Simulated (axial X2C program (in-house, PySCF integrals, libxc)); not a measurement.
TcCl⁻: relativistic diatomic calculation

- system: TcCl⁻, single determinant with Ω = 5/2.
- method: HF, two-component X2C with atomic mean-field Coulomb and Gaunt terms, Tc dyall-acv3z, Cl dyall-av3z (cores contracted) (axial X2C program (in-house, PySCF integrals, libxc))

### Input
```
{"zs": [43, 17], "q": -1, "bas": ["dyall-acv3z", "dyall-av3z"], "levels": ["PBE0", "HF", "BHandHLYP"], "cc": true, "r0": 2.27, "thr": -2.0, "nmax": 90, "npts": 10, "nst": 2, "ntry": 6}
```

The line is the task of a batch: nuclear charges, charge, bases, the levels to run, a first guess of the distance and further settings. This report covers HF with spin-orbit coupling. The log is that of the reference distance 2.43 Å.

Hardware: 1 thread of Arm Neoverse V1, 24 GiB of memory available, shared host.

Launched within a batch (the task file carries these settings):
```bash
python <driver script> task.json out
```

### Log
```
two-component X2C + atomic mean field  HF
basis functions 221  fitting functions 1032  grid points 5079
iter        total energy     max residual
   1      -4742.298538778     4.30e-01
   2      -4742.329843380     1.07e-02
   3      -4742.334340319     4.98e-02
   4      -4742.336982392     3.05e-02
   5      -4742.338797383     3.63e-03
   6      -4742.339703796     1.52e-02
   7      -4742.340174613     8.99e-03
   8      -4742.340376905     1.02e-03
   9      -4742.340468946     2.91e-03
  10      -4742.340488747     1.51e-03
  11      -4742.340493579     1.97e-04
  12      -4742.340495256     4.10e-04
  13      -4742.340495830     2.70e-04
  14      -4742.340496033     5.18e-05
  15      -4742.340496256     1.89e-04
  16      -4742.340496788     5.06e-04
  17      -4742.340498659     1.21e-03
  18      -4742.340500876     5.56e-03
  19      -4742.340511493     3.30e-03
  20      -4742.340532045     3.75e-03
  21      -4742.340561897     4.53e-03
  22      -4742.340597706     4.90e-03
  23      -4742.340636456     4.85e-03
  24      -4742.340675614     4.83e-03
  25      -4742.340878592     3.56e-03
  26      -4742.340908806     4.39e-03
  27      -4742.340974029     8.92e-04
  28      -4742.340975825     4.58e-04
  29      -4742.340978284     1.93e-04
  30      -4742.340978801     7.70e-05
  31      -4742.340978867     5.67e-05
  32      -4742.340978909     2.96e-05
  33      -4742.340978922     7.86e-06
  34      -4742.340978928     8.63e-06
  35      -4742.340978929     6.16e-06
  36      -4742.340978930     2.36e-06
converged
one-electron -6866.60412641  Coulomb 2122.55618239  exact exchange -155.34229168  xc functional 0.00000000  nuclear repulsion 159.18870008  atomic mean-field constant -2.13944331
correlated 15  virtual 297  natural virtual 90  E(MP2) -0.338915604  MP2 remainder -0.027728638
iter   CCSD correlation   residual
   1     -0.328454938   1.41e-01
   2     -0.338343898   7.13e-02
   3     -0.341108724   4.19e-02
   4     -0.341850180   2.31e-02
   5     -0.342305431   1.02e-02
   6     -0.342496885   4.39e-03
   7     -0.342511206   1.65e-03
   8     -0.342513088   7.77e-04
   9     -0.342510201   4.23e-04
  10     -0.342514613   2.06e-04
  11     -0.342514598   8.13e-05
  12     -0.342515379   3.81e-05
  13     -0.342515397   2.00e-05
(T) -0.013174927650479012  T1 0.0686  D1 0.2482  max T2 0.111
```

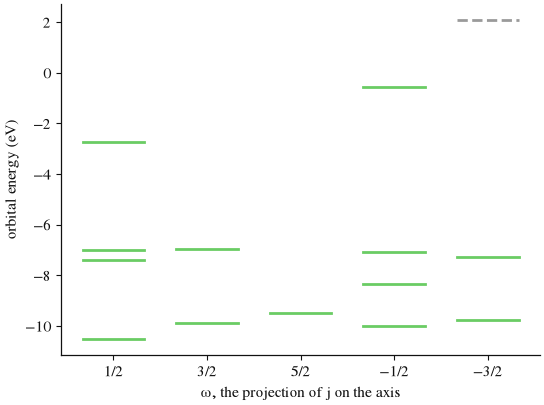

**Figure 1.** Orbital energies near the frontier at 2.43 Å, filled (solid) and empty (dashed). The highest filled spinor (−1/2; 66 % Tc s, 16 % Tc p) lies at −0.58 eV, the lowest empty one (−3/2; 100 % Tc p) at 2.09 eV.

### What the run reported

- outcome: not converged in a step after the SCF shown
- wall time: 14 s
- peak memory: 1 GiB

### Diagnosis

The SCF whose log is shown converged, but a later step did not. The run therefore gave no full result. Hartree–Fock lacks correlation, so it usually binds too weakly.
